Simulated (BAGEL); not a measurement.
**Si2H4F2 (SMILES F[SiH](F)[SiH3]): a chain of runs**

Wanted: the energy (HF/def2-SV(P)), then a single-point energy (NEVPT2(2,2)/def2-SV(P)) of Si2H4F2. 

The results are computed with BAGEL 1.2.2.

2 further runs of the same task are left out: 2 set aside as unsound or not needed.

### Step 1. The structure to begin with

The species is Si2H4F2 (8 atoms), meant as a singlet with charge 0. As SMILES, `F[SiH](F)[SiH3]`. One bond was lengthened or shortened from a relaxed shape.

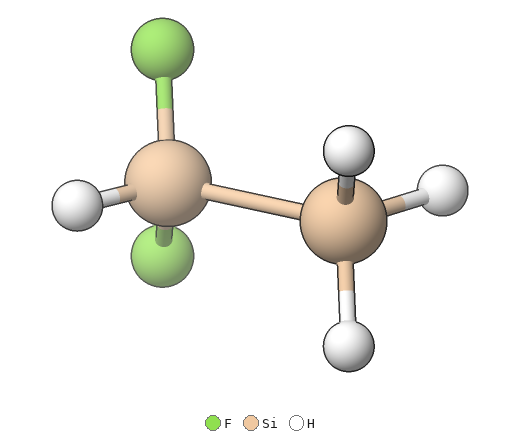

The structure, seen from a chosen angle (fluorine green, silicon light orange, hydrogen white).

### Step 2. The energy at HF/def2-SV(P) (density fitting with svp-jkfit) (run 1)

input.json reads:

```json
{ "bagel" : [

{
  "title" : "molecule",
  "basis" : "def2-sv_p_.json",
  "df_basis" : "svp-jkfit",
  "geometry" : [
    { "atom" : "F", "xyz" : [     2.12555261,    -1.67427845,     3.30167657 ] },
    { "atom" : "Si", "xyz" : [     2.29543899,    -0.30252626,     0.62676924 ] },
    { "atom" : "F", "xyz" : [     3.34782746,    -2.32831266,    -1.33665620 ] },
    { "atom" : "Si", "xyz" : [    -1.74290574,     1.00762087,    -0.62215075 ] },
    { "atom" : "H", "xyz" : [     3.93252007,     1.41502692,     0.81598374 ] },
    { "atom" : "H", "xyz" : [    -2.72556333,     2.85860761,     1.24830017 ] },
    { "atom" : "H", "xyz" : [    -1.56905094,     2.24066716,    -3.14002184 ] },
    { "atom" : "H", "xyz" : [    -3.46728083,    -1.20260281,    -0.76539199 ] }
  ]
},

{
  "title" : "hf",
  "charge" : 0
},

{
  "title" : "print",
  "file" : "orbitals.molden",
  "orbitals" : true
}

]}
```

The basis set def2-SV(P) is read from a file made from the Basis Set Exchange's data (not shown).

Run with:

```bash
$ BAGEL_NUM_THREADS=1 BAGEL input.json > input.out
```

The program printed:

```text
* using 1 threads per process

  ===============================================================
  ===============================================================

  *** Geometry ***

  { "atom" : "F", "xyz" : [      2.125553,     -1.674278,      3.301677 ] },
  { "atom" : "Si", "xyz" : [      2.295439,     -0.302526,      0.626769 ] },
  { "atom" : "F", "xyz" : [      3.347827,     -2.328313,     -1.336656 ] },
  { "atom" : "Si", "xyz" : [     -1.742906,      1.007621,     -0.622151 ] },
  { "atom" : "H", "xyz" : [      3.932520,      1.415027,      0.815984 ] },
  { "atom" : "H", "xyz" : [     -2.725563,      2.858608,      1.248300 ] },
  { "atom" : "H", "xyz" : [     -1.569051,      2.240667,     -3.140022 ] },
  { "atom" : "H", "xyz" : [     -3.467281,     -1.202603,     -0.765392 ] },

  Number of auxiliary basis functions:      482

  Since a DF basis is specified, we compute 2- and 3-index integrals:
    o Being stored without compression. Storage requirement is 0.020 GB

  Number of basis functions:       72
  Number of electrons      :       50

    * METHOD: MOLECULE                             0.20

  *** RHF ***

  === Nuclear Repulsion ===
   228.6209164499

      * DIIS with orbital gradients will be used.

  === RHF iteration (def2-sv_p_.json) ===
      0       -778.58001374          0.02231515           0.06
      1       -778.72573765          0.01427409           0.05
      2       -778.80217664          0.00129562           0.05
      3       -778.80342911          0.00017225           0.05
      4       -778.80345408          0.00003953           0.05
      5       -778.80345573          0.00000649           0.05
      6       -778.80345578          0.00000166           0.05
      7       -778.80345578          0.00000042           0.05
      8       -778.80345578          0.00000012           0.05
      9       -778.80345578          0.00000004           0.05
     10       -778.80345578          0.00000001           0.05
     11       -778.80345578          0.00000000           0.05
    * SCF iteration converged.

    * Permanent dipole moment:
           (    0.191246,    -0.734803,     0.153911) a.u.

    * METHOD: HF                                   0.77

    * METHOD: PRINT                                0.01

  ===============================================================
```

Run time: 1.1 s. Hardware: 1 thread of Arm Neoverse V1, shared host; peak memory 0.14 GiB.

### Step 3. The energy at NEVPT2(2,2)/def2-SV(P) (density fitting with svp-jkfit) (run 2)

nevpt2.json reads:

```json
{ "bagel": [

{
  "title": "molecule",
  "basis": "def2-sv_p_.json",
  "df_basis": "svp-jkfit",
  "angstrom": false,
  "geometry": [
    { "atom": "F", "xyz": [  2.12555261, -1.67427845,  3.30167657 ] },
    { "atom": "Si", "xyz": [  2.29543899, -0.30252626,  0.62676924 ] },
    { "atom": "F", "xyz": [  3.34782746, -2.32831266, -1.33665620 ] },
    { "atom": "Si", "xyz": [ -1.74290574,  1.00762087, -0.62215075 ] },
    { "atom": "H", "xyz": [  3.93252007,  1.41502692,  0.81598374 ] },
    { "atom": "H", "xyz": [ -2.72556333,  2.85860761,  1.24830017 ] },
    { "atom": "H", "xyz": [ -1.56905094,  2.24066716, -3.14002184 ] },
    { "atom": "H", "xyz": [ -3.46728083, -1.20260281, -0.76539199 ] }
  ]
},
{
  "title": "hf"
},
{
  "title": "casscf",
  "nstate": 1,
  "nact": 2,
  "nclosed": 24,
  "active": [22, 32],
  "maxiter": 200,
  "natocc": true
},
{
  "title": "nevpt2",
  "nstate": 1,
  "nact": 2,
  "nclosed": 24,
  "active": [22, 32],
  "maxiter": 200,
  "natocc": true,
  "ncore": 12
},
{
  "title": "print",
  "file": "orbitals.molden",
  "orbitals": true
}

]}
```

The basis set def2-SV(P) is read from a file made from the Basis Set Exchange's data (not shown).

Run with:

```bash
$ BAGEL_NUM_THREADS=1 BAGEL nevpt2.json > nevpt2.out
```

The program printed:

```text
* using 1 threads per process

  ===============================================================
  ===============================================================

  *** Geometry ***

  { "atom" : "F", "xyz" : [      2.125553,     -1.674278,      3.301677 ] },
  { "atom" : "Si", "xyz" : [      2.295439,     -0.302526,      0.626769 ] },
  { "atom" : "F", "xyz" : [      3.347827,     -2.328313,     -1.336656 ] },
  { "atom" : "Si", "xyz" : [     -1.742906,      1.007621,     -0.622151 ] },
  { "atom" : "H", "xyz" : [      3.932520,      1.415027,      0.815984 ] },
  { "atom" : "H", "xyz" : [     -2.725563,      2.858608,      1.248300 ] },
  { "atom" : "H", "xyz" : [     -1.569051,      2.240667,     -3.140022 ] },
  { "atom" : "H", "xyz" : [     -3.467281,     -1.202603,     -0.765392 ] },

  Number of auxiliary basis functions:      482

  Since a DF basis is specified, we compute 2- and 3-index integrals:
    o Being stored without compression. Storage requirement is 0.020 GB

  Number of basis functions:       72
  Number of electrons      :       50

    * METHOD: MOLECULE                             0.20

  *** RHF ***

  === Nuclear Repulsion ===
   228.6209164499

      * DIIS with orbital gradients will be used.

  === RHF iteration (def2-sv_p_.json) ===
      0       -778.58001374          0.02231515           0.06
      1       -778.72573765          0.01427409           0.05
      2       -778.80217664          0.00129562           0.05
      3       -778.80342911          0.00017225           0.05
      4       -778.80345408          0.00003953           0.05
      5       -778.80345573          0.00000649           0.05
      6       -778.80345578          0.00000166           0.05
      7       -778.80345578          0.00000042           0.05
      8       -778.80345578          0.00000012           0.05
      9       -778.80345578          0.00000004           0.05
     10       -778.80345578          0.00000001           0.05
     11       -778.80345578          0.00000000           0.05
    * SCF iteration converged.

    * Permanent dipole moment:
           (    0.191246,    -0.734803,     0.153911) a.u.

    * METHOD: HF                                   0.78

  ---------------------------
      CASSCF calculation
  ---------------------------

    ==== Active orbitals : =====
         Orbital 22
         Orbital 32
    ============================

    * nstate   :      1
    * nclosed  :     24
    * nact     :      2
    * nvirt    :     46
  === CASSCF iteration (def2-sv_p_.json) ===

    * Using the second-order algorithm

      0  0      -778.80360825     5.66e-05      0.02

      1  0      -778.80910077     5.82e-04      0.21

      2  0      -778.81235625     4.41e-04      0.24

      3  0      -778.81380827     8.25e-05      0.27

      4  0      -778.81383259     2.48e-05      0.26

      5  0      -778.81383295     5.80e-06      0.27

      6  0      -778.81383296     1.19e-06      0.27

      7  0      -778.81383296     2.32e-07      0.28

      8  0      -778.81383296     4.46e-08      0.26

      9  0      -778.81383296     8.50e-09      0.24

    * Second-order optimization converged. *

     guess   0:   closed 1.                   open ..

  === FCI iteration ===

      0  0      -778.80340165     7.12e-02      0.00
      1  0      -778.81382924     1.01e-03      0.00
      2  0 *    -778.81383296     5.21e-16      0.00

     * ci vector, state   0, <S^2> = 0.0000
       2.     0.9973271329
       .2    -0.0730656550

    * METHOD: CASSCF                               2.45

    * freezing 12 orbitals

  === DF-NEVPT2 calculation ===

    * 3-index integral transformation done
    * assembly done

      NEVPT2 correlation energy:   -0.5172963196      0.11

          (+0)     -0.4893430810
          (+0)'    -0.0019285542
          (+1)     -0.0089563636
          (+1)'    -0.0000000000
          (+2)     -0.0001405699
          (-1)     -0.0122366143
          (-1)'     0.0000000000
          (-2)     -0.0046911365

      NEVPT2 total energy:       -779.3311292821

    * METHOD: NEVPT2                               0.21

    * METHOD: PRINT                                0.01

  ===============================================================
```

Run time: 3.9 s. Hardware: 1 thread of Arm Neoverse V1, shared host; peak memory 0.14 GiB.

### Step 4. What came out

```
                                   quantity          value
         run 1, HF/def2-SV(P): total energy  -778.80346 Eh
        run 1, HF/def2-SV(P): dipole moment         1.97 D
          run 1, HF/def2-SV(P): HOMO energy      -11.72 eV
          run 1, HF/def2-SV(P): LUMO energy        3.31 eV
        run 1, HF/def2-SV(P): HOMO–LUMO gap       15.03 eV
run 2, NEVPT2(2,2)/def2-SV(P): total energy  -779.33113 Eh
```
